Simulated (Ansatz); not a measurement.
# Cu(111) with 4 thermally displaced layers, 2x2: scattering by thermal displacements, part 2 of 2

How much do lattice vibrations at 80 K scatter the electrons of Cu? Layers with random displacements are laid between perfect leads, and the resistance is followed against their length. The measured value for the pure metal at this temperature is 0.215 µΩ cm (CRC Handbook of Chemistry and Physics, 84th ed., 2003, Electrical Resistivity of Pure Metals).

Ansatz 0.2.0; Ansatz plane-wave DFT, PBE, PAW files; ballistic transport by layer matching (Landauer), zero bias; PAW set soft_1.

So far, open channels per spin nearest the Fermi level: step 2 (with 4 displaced layers) 3.21.

## 3. With 8 displaced layers

System of this step: Cu(111) with 8 thermally displaced layers, 2x2. The cell holds 56 atoms: 56 Cu. Its edges and angles: a = 5.112 Å, b = 5.112 Å, c = 29.257 Å, α = 87.5°, β = 92.5°, γ = 120.0°. It derives from Cu. Regions: lead, 24 atoms (24 Cu); scattering region, 32 atoms (32 Cu). The structure is stacked along c, and the current runs across the ab planes.

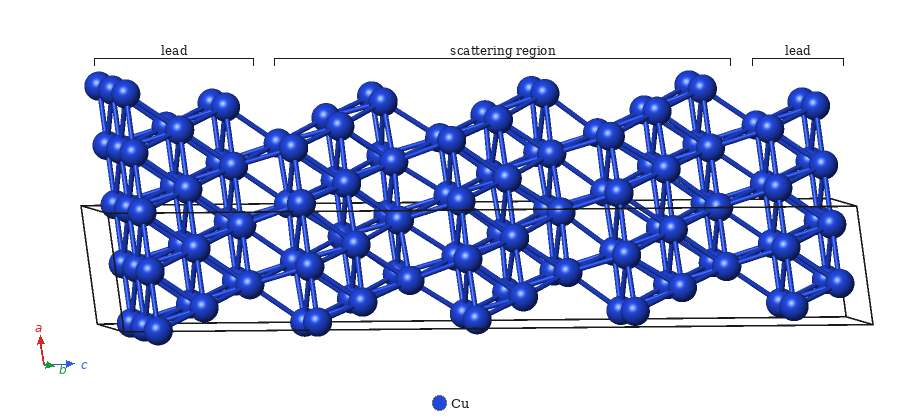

The cell of this step (copper blue). 2×1×1 cells are drawn. Some periodic images of atoms are drawn too.

Input file input.yaml:

```yaml
crystal:
  lattice:
    - [5.1123254594, 0.0, 0.0]
    - [-2.5561627297, 4.4274037203, 0.0]
    - [-1.2780813649, 0.73790062, 29.2193738075]
  atoms:
    - { symbol: Cu, position: [0.005952381, 0.994047619, 0.0357142857] }
    - { symbol: Cu, position: [0.005952381, 0.494047619, 0.0357142857] }
    - { symbol: Cu, position: [0.505952381, 0.994047619, 0.0357142857] }
    - { symbol: Cu, position: [0.505952381, 0.494047619, 0.0357142857] }
    - { symbol: Cu, position: [0.1845238095, 0.3154761905, 0.1071428571] }
    - { symbol: Cu, position: [0.1845238095, 0.8154761905, 0.1071428571] }
    - { symbol: Cu, position: [0.6845238095, 0.3154761905, 0.1071428571] }
    - { symbol: Cu, position: [0.6845238095, 0.8154761905, 0.1071428571] }
    - { symbol: Cu, position: [0.3630952381, 0.1369047619, 0.1785714286] }
    - { symbol: Cu, position: [0.3630952381, 0.6369047619, 0.1785714286] }
    - { symbol: Cu, position: [0.8630952381, 0.1369047619, 0.1785714286] }
    - { symbol: Cu, position: [0.8630952381, 0.6369047619, 0.1785714286] }
    - { symbol: Cu, position: [0.0654717294, 0.9722954053, 0.2505788813] }
    - { symbol: Cu, position: [0.0306336243, 0.458108493, 0.2510633517] }
    - { symbol: Cu, position: [0.5319671697, 0.9624411679, 0.250696289] }
    - { symbol: Cu, position: [0.5416027527, 0.4458536652, 0.2489281806] }
    - { symbol: Cu, position: [0.2104145693, 0.2667870712, 0.3242459827] }
    - { symbol: Cu, position: [0.2173355656, 0.7833484189, 0.3210097381] }
    - { symbol: Cu, position: [0.7421260449, 0.2937056739, 0.3224544699] }
    - { symbol: Cu, position: [0.7003009492, 0.7801335268, 0.3225359997] }
    - { symbol: Cu, position: [0.4052932167, 0.0940931268, 0.3958084192] }
    - { symbol: Cu, position: [0.3833016821, 0.5938662641, 0.3943717278] }
    - { symbol: Cu, position: [0.9100174179, 0.1225453008, 0.3931625044] }
    - { symbol: Cu, position: [0.8906348319, 0.597448867, 0.3910897149] }
    - { symbol: Cu, position: [0.0690788181, 0.9292012965, 0.465227081] }
    - { symbol: Cu, position: [0.0857884186, 0.4140962584, 0.4670217142] }
    - { symbol: Cu, position: [0.5830187844, 0.9395664204, 0.463584692] }
    - { symbol: Cu, position: [0.5721855096, 0.4250108146, 0.465956452] }
    - { symbol: Cu, position: [0.2539512324, 0.238150357, 0.533541791] }
    - { symbol: Cu, position: [0.2459313307, 0.7491541463, 0.5373174133] }
    - { symbol: Cu, position: [0.7489245353, 0.2323268919, 0.5371284309] }
    - { symbol: Cu, position: [0.7404549357, 0.7362572176, 0.5367202044] }
    - { symbol: Cu, position: [0.4156004253, 0.0697635315, 0.606200721] }
    - { symbol: Cu, position: [0.4351854435, 0.564612372, 0.6074702401] }
    - { symbol: Cu, position: [0.9372804674, 0.0569855488, 0.6094445501] }
    - { symbol: Cu, position: [0.9460701469, 0.5741812797, 0.6090296925] }
    - { symbol: Cu, position: [0.1249186676, 0.895907615, 0.6786938744] }
    - { symbol: Cu, position: [0.0989567844, 0.3856688623, 0.6773249762] }
    - { symbol: Cu, position: [0.6011516266, 0.889821129, 0.6776504977] }
    - { symbol: Cu, position: [0.5980590252, 0.3756825434, 0.679006208] }
    - { symbol: Cu, position: [0.3020520314, 0.2224742536, 0.7499774612] }
    - { symbol: Cu, position: [0.3091175462, 0.7230131389, 0.7518630272] }
    - { symbol: Cu, position: [0.7764280275, 0.2213763636, 0.7505501132] }
    - { symbol: Cu, position: [0.7976774427, 0.7121984496, 0.7506199863] }
    - { symbol: Cu, position: [0.4702380952, 0.0297619048, 0.8214285714] }
    - { symbol: Cu, position: [0.4702380952, 0.5297619048, 0.8214285714] }
    - { symbol: Cu, position: [0.9702380952, 0.0297619048, 0.8214285714] }
    - { symbol: Cu, position: [0.9702380952, 0.5297619048, 0.8214285714] }
    - { symbol: Cu, position: [0.1488095238, 0.8511904762, 0.8928571429] }
    - { symbol: Cu, position: [0.1488095238, 0.3511904762, 0.8928571429] }
    - { symbol: Cu, position: [0.6488095238, 0.8511904762, 0.8928571429] }
    - { symbol: Cu, position: [0.6488095238, 0.3511904762, 0.8928571429] }
    - { symbol: Cu, position: [0.3273809524, 0.1726190476, 0.9642857143] }
    - { symbol: Cu, position: [0.3273809524, 0.6726190476, 0.9642857143] }
    - { symbol: Cu, position: [0.8273809524, 0.1726190476, 0.9642857143] }
    - { symbol: Cu, position: [0.8273809524, 0.6726190476, 0.9642857143] }
kpoints:
  mp_grid: { grid: [5, 5, 1] }
hamiltonian:
  xc: pbe
  pseudopotentials: { kind: paw, azcp: { folder: soft_1 } }
scf:
  occupations: { method: fermi_dirac, width: 0.1 }
output:
  transmission:
    leads: [[0, 4]]
    kmesh: [10, 10]
    e_range: [-0.05, 0.05]
    de: 0.05
  write_potential: true
  write_density: true
  volumetric_format: npy
```

Launch:

```
$ ansatz run input.yaml --threads 8 --pin off --max-ram 15360MiB --backend cpu --events-out ev --progress --plain --runs-dir out
```

Numbers of over 12 decimals in the logs are rounded to 6 here.

What it wrote:

```text
[...]
Crystal: 56 atoms, lattice volume = 661.361 Å³
Basis set: ecut = 420 eV, 12983 PW (Γ)
Bands: 639, of which v1, the nominal top of the filled ones, is band 532 counted from 1 (531 counted from 0)
Symmetry: 1 space group operations
[...]
k-points: 13 of 25 (time reversal used)
[...]
SCF iter   1: F=—  HF=-371060.655895 eV  |F-HF|=—  |Δ(HF+E_count)|=         —  Δρ=2.67e-1  dr2=2.83e2  ethr=3.10e-3  ⟨swp⟩=4.9  Hψ=25578  notcnv=0  defer=22
[...]
SCF iter  12: F=-371009.427712 eV  HF=-371009.427712 eV  |F-HF|=1.30e-8  |Δ(HF+E_count)|=   1.06e-8  Δρ=9.14e-7  dr2=1.67e-8  ethr=9.40e-12  ⟨swp⟩=7.0  Hψ=28800  notcnv=0
SCF 1 converged in 12 iterations: F = -371009.427712 eV  dr2 = 1.67e-8
[...]
transmission: 236 of 2288 steps passed
transmission: 460 of 2288 steps passed
[...]
transmission: 2288 of 2288 steps passed
SCF converged after 12 iterations
Free energy (F): -371009.427712 eV
[...]
Internal energy: -371008.713798 eV  (E = F + TS)
E sigma→0 (E₀):  -371009.070755 eV
Entropy (-TS):   -0.713913 eV (-12.748 meV/atom)
Fermi energy:    16.339653 eV
[...]
--- Band table (eV; the first three rows and the last of 13) ---
  k-point 0: bands = [... 528 lower, 16.3189, 16.6222, 16.6358, 16.8786, 16.8963, 16.9038, 16.9166, 17.1081, ... 103 higher]
  k-point 1: bands = [... 528 lower, 16.0800, 16.2013, 16.2236, 16.2278, 16.3229, 16.4129, 16.4463, 16.5204, ... 103 higher]
  k-point 2: bands = [... 528 lower, 16.0988, 16.1479, 16.1740, 16.2764, 16.3178, 16.4217, 16.5839, 16.6043, ... 103 higher]
  k-point 12: bands = [... 528 lower, 15.6394, 15.7133, 16.0282, 16.3883, 16.5218, 16.7633, 16.7926, 16.9681, ... 103 higher]
--- Transmission ---
  basis      : 199 plane waves across, 44 finite elements along
  points     : 52, standing for a mesh of 10 x 10
[...]
channels       : 3.210000e0 a spin
[...]
junction   : crystal 0 to crystal 0, 0.70 to 27.83 Å
    transmission   : 3.145706e0 a spin
[...]
```

The job ended after 3.3 min (8 threads of Intel Xeon 6975P-C (Granite Rapids), shared host; peak memory 7.9 GiB).

Numbers from this step:

- free energy: -371009.4277 eV
- energy at zero smearing: -371009.0708 eV
- transmission per spin nearest the Fermi level: 3.146
- step of the lead's potential: 1.6 meV

Per spin. The transmission, zone mean by energy, zero at the Fermi level:

```csv
energy (eV),"transmission, zone mean"
-0.0500,3.12
0.0000,3.15
0.0500,3.15
```

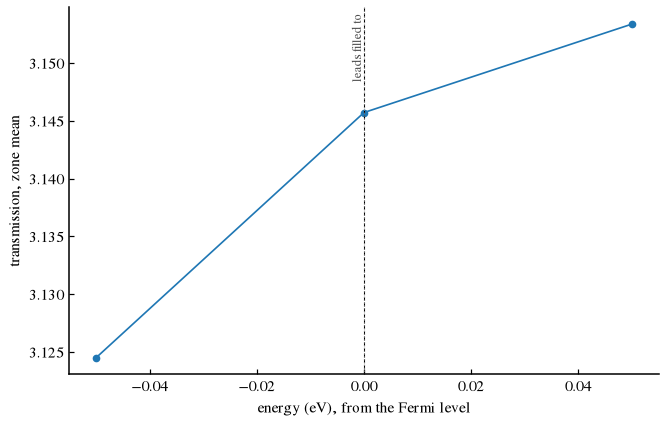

Transmission, zone mean against energy.

Over the solved energies the transmission per spin lies between 3.12 and 3.15, out of 3.21 channels of the lead on average (up to 3.21).

## 4. With 12 displaced layers

System of this step: Cu(111) with 12 thermally displaced layers, 2x2. The cell holds 72 atoms: 72 Cu. Its edges and angles: a = 5.112 Å, b = 5.112 Å, c = 37.568 Å, α = 90.0°, β = 90.0°, γ = 120.0°. It derives from Cu. Regions: lead, 24 atoms (24 Cu); scattering region, 48 atoms (48 Cu). The structure is stacked along c, and the current runs across the ab planes.

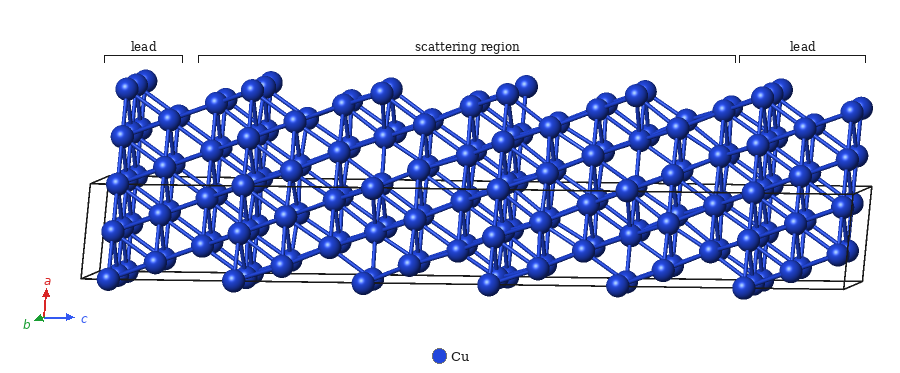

The cell of this step (copper blue). 2×1×1 cells are drawn. Some periodic images of atoms are drawn too.

Input file input.yaml:

```yaml
crystal:
  lattice:
    - [5.1123254594, 0.0, 0.0]
    - [-2.5561627297, 4.4274037203, 0.0]
    - [0.0, 0.0, 37.567766324]
  atoms:
    - { symbol: Cu, position: [0.0, 0.0, 0.0277777778] }
    - { symbol: Cu, position: [0.0, 0.5, 0.0277777778] }
    - { symbol: Cu, position: [0.5, 0.0, 0.0277777778] }
    - { symbol: Cu, position: [0.5, 0.5, 0.0277777778] }
    - { symbol: Cu, position: [0.1666666667, 0.3333333333, 0.0833333333] }
    - { symbol: Cu, position: [0.1666666667, 0.8333333333, 0.0833333333] }
    - { symbol: Cu, position: [0.6666666667, 0.3333333333, 0.0833333333] }
    - { symbol: Cu, position: [0.6666666667, 0.8333333333, 0.0833333333] }
    - { symbol: Cu, position: [0.3333333333, 0.1666666667, 0.1388888889] }
    - { symbol: Cu, position: [0.3333333333, 0.6666666667, 0.1388888889] }
    - { symbol: Cu, position: [0.8333333333, 0.1666666667, 0.1388888889] }
    - { symbol: Cu, position: [0.8333333333, 0.6666666667, 0.1388888889] }
    - { symbol: Cu, position: [0.0010386919, 0.9961631914, 0.1920486941] }
    - { symbol: Cu, position: [0.9946957062, 0.4914080497, 0.1958052742] }
    - { symbol: Cu, position: [0.4977728152, 0.0008923575, 0.1933740795] }
    - { symbol: Cu, position: [0.4952110775, 0.4998767108, 0.192573114] }
    - { symbol: Cu, position: [0.1688834113, 0.3321994134, 0.2485061864] }
    - { symbol: Cu, position: [0.1472064137, 0.8388178969, 0.2496250926] }
    - { symbol: Cu, position: [0.6604976614, 0.3308088237, 0.2522884634] }
    - { symbol: Cu, position: [0.6666685987, 0.8342592994, 0.2481265307] }
    - { symbol: Cu, position: [0.3534881945, 0.176474678, 0.3068997195] }
    - { symbol: Cu, position: [0.3386742336, 0.6764657711, 0.3060228881] }
    - { symbol: Cu, position: [0.8381966831, 0.1650397132, 0.3036986971] }
    - { symbol: Cu, position: [0.8325159084, 0.6459818114, 0.3052532745] }
    - { symbol: Cu, position: [0.9925324325, 0.9888517514, 0.3618835463] }
    - { symbol: Cu, position: [0.9958102965, 0.4953298467, 0.3617660269] }
    - { symbol: Cu, position: [0.5030120389, 0.0148482941, 0.3615538872] }
    - { symbol: Cu, position: [0.4852165206, 0.47921567, 0.3594635554] }
    - { symbol: Cu, position: [0.1764579273, 0.3327923723, 0.4163099753] }
    - { symbol: Cu, position: [0.1750238755, 0.8196217223, 0.4159288334] }
    - { symbol: Cu, position: [0.6654255036, 0.3396013203, 0.4158307205] }
    - { symbol: Cu, position: [0.652408142, 0.8161741729, 0.417585528] }
    - { symbol: Cu, position: [0.3382502184, 0.1615741656, 0.4724280039] }
    - { symbol: Cu, position: [0.318844322, 0.6616229507, 0.4739582157] }
    - { symbol: Cu, position: [0.8469388857, 0.1913646156, 0.4712304878] }
    - { symbol: Cu, position: [0.8376605471, 0.6645766956, 0.4729350604] }
    - { symbol: Cu, position: [0.9969336144, 0.9940007525, 0.5266847222] }
    - { symbol: Cu, position: [0.0279715659, 0.4991731758, 0.5252371142] }
    - { symbol: Cu, position: [0.4976194844, 0.0072482926, 0.5271478487] }
    - { symbol: Cu, position: [0.517952692, 0.5107157084, 0.5275858559] }
    - { symbol: Cu, position: [0.1569242547, 0.3225919396, 0.5824514896] }
    - { symbol: Cu, position: [0.1594660363, 0.8462084148, 0.5853373569] }
    - { symbol: Cu, position: [0.648721363, 0.3207010588, 0.5811052968] }
    - { symbol: Cu, position: [0.6411399469, 0.8001263734, 0.5818942481] }
    - { symbol: Cu, position: [0.3434923792, 0.1629714029, 0.6399655257] }
    - { symbol: Cu, position: [0.3382173489, 0.6854883245, 0.6391398711] }
    - { symbol: Cu, position: [0.8434396013, 0.1939522599, 0.6384801073] }
    - { symbol: Cu, position: [0.823106619, 0.6688250989, 0.6388399631] }
    - { symbol: Cu, position: [0.0049457311, 0.9901476682, 0.6954582565] }
    - { symbol: Cu, position: [0.0043258247, 0.4928623757, 0.6946501053] }
    - { symbol: Cu, position: [0.5048474311, 0.0250768541, 0.6935573434] }
    - { symbol: Cu, position: [0.4901085526, 0.4886061162, 0.6940083881] }
    - { symbol: Cu, position: [0.1707161272, 0.3415410534, 0.7492308864] }
    - { symbol: Cu, position: [0.1573756093, 0.8181909619, 0.7489576081] }
    - { symbol: Cu, position: [0.697745064, 0.3444642966, 0.7490155332] }
    - { symbol: Cu, position: [0.6490706885, 0.8229042839, 0.7499726731] }
    - { symbol: Cu, position: [0.3296762051, 0.1587093992, 0.8039346816] }
    - { symbol: Cu, position: [0.3489158072, 0.6714952161, 0.8050836609] }
    - { symbol: Cu, position: [0.8284601209, 0.1610059486, 0.8018566171] }
    - { symbol: Cu, position: [0.8286820181, 0.6552224713, 0.8042923369] }
    - { symbol: Cu, position: [0.0, 0.0, 0.8611111111] }
    - { symbol: Cu, position: [0.0, 0.5, 0.8611111111] }
    - { symbol: Cu, position: [0.5, 0.0, 0.8611111111] }
    - { symbol: Cu, position: [0.5, 0.5, 0.8611111111] }
    - { symbol: Cu, position: [0.1666666667, 0.3333333333, 0.9166666667] }
    - { symbol: Cu, position: [0.1666666667, 0.8333333333, 0.9166666667] }
    - { symbol: Cu, position: [0.6666666667, 0.3333333333, 0.9166666667] }
    - { symbol: Cu, position: [0.6666666667, 0.8333333333, 0.9166666667] }
    - { symbol: Cu, position: [0.3333333333, 0.1666666667, 0.9722222222] }
    - { symbol: Cu, position: [0.3333333333, 0.6666666667, 0.9722222222] }
    - { symbol: Cu, position: [0.8333333333, 0.1666666667, 0.9722222222] }
    - { symbol: Cu, position: [0.8333333333, 0.6666666667, 0.9722222222] }
kpoints:
  mp_grid: { grid: [5, 5, 1] }
hamiltonian:
  xc: pbe
  pseudopotentials: { kind: paw, azcp: { folder: soft_1 } }
scf:
  occupations: { method: fermi_dirac, width: 0.1 }
output:
  transmission:
    leads: [[0, 4]]
    kmesh: [10, 10]
    e_range: [-0.05, 0.05]
    de: 0.05
  write_potential: true
  write_density: true
  volumetric_format: npy
```

What it wrote:

```text
[...]
Crystal: 72 atoms, lattice volume = 850.321 Å³
Basis set: ecut = 420 eV, 16727 PW (Γ)
Bands: 821, of which v1, the nominal top of the filled ones, is band 684 counted from 1 (683 counted from 0)
Symmetry: 1 space group operations
[...]
k-points: 13 of 25 (time reversal used)
[...]
SCF iter   1: F=—  HF=-477077.639206 eV  |F-HF|=—  |Δ(HF+E_count)|=         —  Δρ=2.67e-1  dr2=3.64e2  ethr=3.10e-3  ⟨swp⟩=4.9  Hψ=31947  notcnv=0  defer=132
[...]
SCF iter  13: F=-477011.940786 eV  HF=-477011.940786 eV  |F-HF|=1.19e-8  |Δ(HF+E_count)|=   8.56e-9  Δρ=6.48e-7  dr2=1.40e-8  ethr=7.31e-12  ⟨swp⟩=7.1  Hψ=37335  notcnv=0
SCF 1 converged in 13 iterations: F = -477011.940786 eV  dr2 = 1.40e-8
[...]
transmission: 304 of 3016 steps passed
transmission: 608 of 3016 steps passed
[...]
transmission: 3016 of 3016 steps passed
SCF converged after 13 iterations
Free energy (F): -477011.940786 eV
[...]
Internal energy: -477011.100476 eV  (E = F + TS)
E sigma→0 (E₀):  -477011.520631 eV
Entropy (-TS):   -0.840309 eV (-11.671 meV/atom)
Fermi energy:    16.320199 eV
[...]
--- Band table (eV; the first three rows and the last of 13) ---
  k-point 0: bands = [... 680 lower, 16.3591, 16.7814, 16.7971, 16.8094, 16.8178, 16.8338, 16.8495, 17.1117, ... 133 higher]
  k-point 1: bands = [... 680 lower, 15.9965, 16.1575, 16.1661, 16.3247, 16.3355, 16.4388, 16.4660, 16.4861, ... 133 higher]
  k-point 2: bands = [... 680 lower, 16.1318, 16.1425, 16.2246, 16.2406, 16.3268, 16.3431, 16.3815, 16.4583, ... 133 higher]
  k-point 12: bands = [... 680 lower, 15.8405, 15.9780, 15.9833, 16.3344, 16.3411, 16.8140, 16.8212, 16.9515, ... 133 higher]
--- Transmission ---
  basis      : 199 plane waves across, 58 finite elements along
  points     : 52, standing for a mesh of 10 x 10
[...]
channels       : 3.170000e0 a spin
[...]
junction   : crystal 0 to crystal 0, 0.70 to 36.18 Å
    transmission   : 3.037362e0 a spin
[...]
```

The job ended after 6.1 min (8 threads; peak memory 7.4 GiB).

This step gave:

```yaml
free_energy: -477011.9408 eV
energy_at_zero_smearing: -477011.5206 eV
fermi_energy: 16.32 eV
transmission_per_spin_nearest_the_fermi_level: 3.037
open_channels_per_spin_nearest_the_fermi_level: 3.17
step_of_the_lead_s_potential: 3.8 meV
```

Per spin. Transmission, zone mean against energy, zero at the Fermi level:

| energy (eV) | transmission, zone mean |
| --- | --- |
| -0.0500 | 3.06 |
| 0.0000 | 3.04 |
| 0.0500 | 3.08 |

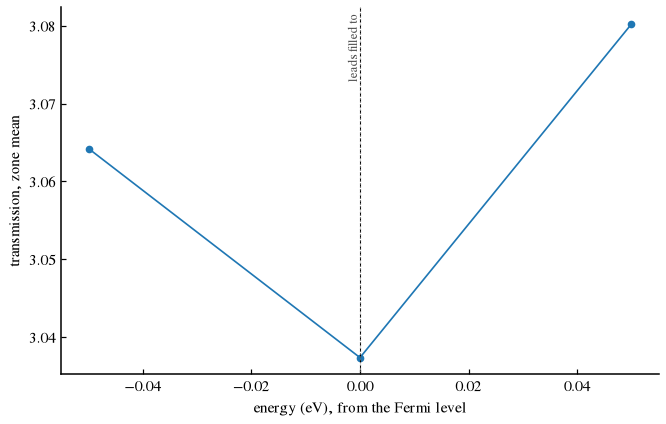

Transmission, zone mean, plotted against energy.

Over the solved energies the transmission per spin lies between 3.04 and 3.08, out of 3.20 channels of the lead on average (up to 3.21).

## 5. The fit

This step: Ansatz plane-wave DFT, PBE, PAW files; ballistic transport by layer matching (Landauer), zero bias; resistivity from the slope of the area resistance; PAW set soft_1 (Ansatz 0.2.0).

Numbers from this step:

```yaml
resistivity: 1.906 µΩ cm
intercept: -0.008698 fΩ m²
scatter_about_the_fit: 0.002254 fΩ m²
```

Resistance, by row:

| run | length (Å) | T | channels N | RA (fΩ m²) |
| --- | --- | --- | --- | --- |
| n4 | 8.348 | 3.179 | 3.21 | 0.008807 |
| n8 | 16.7 | 3.141 | 3.21 | 0.01994 |
| n12 | 25.05 | 3.061 | 3.197 | 0.04063 |

The area resistance by length of the displaced region:

| length of the displaced region (Å) | area resistance (fΩ m²) |
| --- | --- |
| 8.35 | 0.00881 |
| 16.70 | 0.0199 |
| 25.05 | 0.0406 |

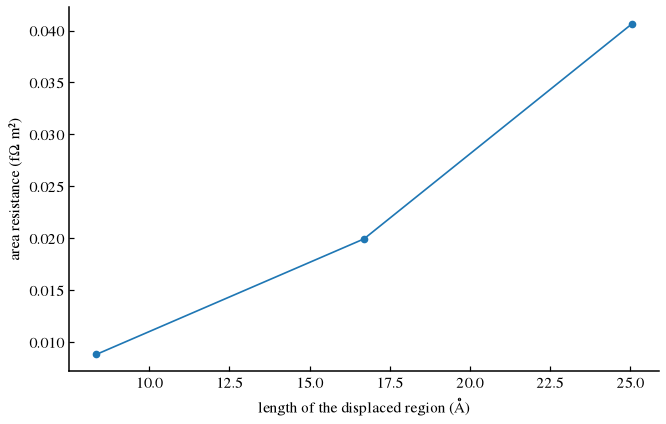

Area resistance against length of the displaced region.

The area resistance goes from 0.0088 to 0.041 fΩ m² between 8.3 and 25.0 Å, a slope of 1.9 µΩ cm.

By hand from the end points: (0.04063 − 0.008807) fΩ m² / (25.05 − 8.35) Å = 1.9 µΩ cm, since 1 fΩ m² per Å is 1000 µΩ cm.

## 6. Outcome

```json
{
  "resistivity from the slope": "1.91 µΩ cm",
  "area resistance over 8.35 Å": "0.00881 fΩ m²",
  "area resistance over 16.7 Å": "0.0199 fΩ m²",
  "area resistance over 25.0 Å": "0.0406 fΩ m²"
}
```

In words: The slope gives 1.9 µΩ cm. The points scatter by 0.0023 fΩ m² about the line, with one random draw a length in a 2x2 cell, so the slope is a rough value. The mean square of the displacements drawn is 0.78, 0.99 and 1.2 of the nominal one at the three lengths; with each resistance scaled back by that, the slope is 1.4 µΩ cm, the value used below. Read with a model of isotropic scattering on a spherical Fermi surface and the lead's 1.1×10¹⁵ S/m², this slope means a mean free path near 616 Å; over these lengths the model's slope is 1.25 times its bulk resistivity, which would be 1.1 µΩ cm. This far under the Debye temperature the model doesn't describe a real metal: frozen displacements count zero-point motion as scattering and turn electrons through all angles, while in the metal the short-wave phonons freeze out. The measured value is 0.215 µΩ cm (CRC Handbook of Chemistry and Physics, 84th ed., 2003, Electrical Resistivity of Pure Metals); the scaled slope is 6.5 times that and the corrected value 5.2: clearly high.

[Logs are printed without paths, hosts, clocks, repeated set-up lines and the standing remarks that a program may print on its own settings, such as how far it seeks lower states.]

[Hosts, paths, dates, database ids (printed as entryN), source tags and the programs' standing remarks are cut or masked in the printed files.]
